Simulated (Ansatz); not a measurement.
Consider MgSe in the rock salt structure (space group Fm-3m, No. 225; a = 5.450 Å).

Now apply this change: 0.0283 electrons added to each cell, a density of 7.0×10^20 cm⁻³, with a uniform compensating background at fixed cell and a 300 K Fermi–Dirac width.

The values are results of Ansatz (a first-principles code) PBEsol, no spin-orbit coupling, not measurements.

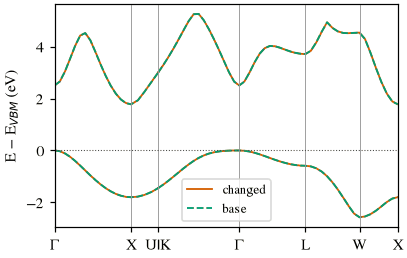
Highest valence and lowest conduction band along the path, each from its own valence-band maximum

Task: From the figure, how large is the changed gap, and is it direct?

Result: About 1.8 eV, indirect, Γ → X.

Charged cell with a jellium background: band edges are those of the host's band count, energies are not comparable with the neutral cell, and many-body gap narrowing is missing. Whether these cells are dynamically stable was not tested.
